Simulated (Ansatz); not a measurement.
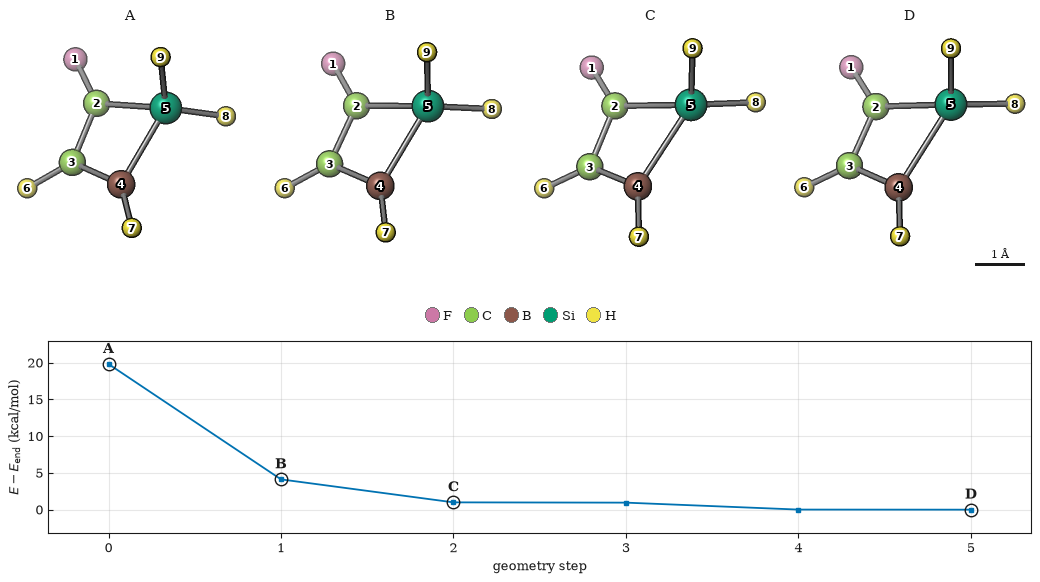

Frames of a relaxation of C2H4BFSi (coarse preliminary run), marked on the history of the run. The picture is a ball-and-stick view, seen at a tilt.

The start comes from a force field.

Theory: Ansatz 0.2.0, RKS PBE-D4/def2-SVP. Set-up: force threshold 0.03 eV/Å; at most 200 steps.

Question: Describe the path.

Answer: The energy falls by 19.8 kcal/mol in 5 geometry steps. The largest force component goes from 2.8 to 0.026 eV/Å. The atom that moves furthest after the best rigid fit is H8 (0.32 Å). By element the largest moves are H 0.32 Å, F 0.19 Å, Si 0.14 Å, C 0.09 Å, B 0.08 Å. Among the contacts that change: B4–Si5 1.851 → 2.032 Å, C2–Si5 1.812 → 1.921 Å, Si5–H8 1.427 → 1.508 Å, F1–C2 1.379 → 1.330 Å. Among the angles between lasting bonds that change: H8–Si5–H9 119.6° → 107.9°, C3–B4–H7 141.0° → 130.2°, B4–Si5–H9 114.2° → 122.7°. From step 0 to 1: H8 moves most (0.19 Å), energy −15.7 kcal/mol. From step 1 to 2: H7 moves most (0.17 Å), energy −3.13 kcal/mol. From step 2 to 5: C2 moves most (0.05 Å), energy −0.99 kcal/mol.
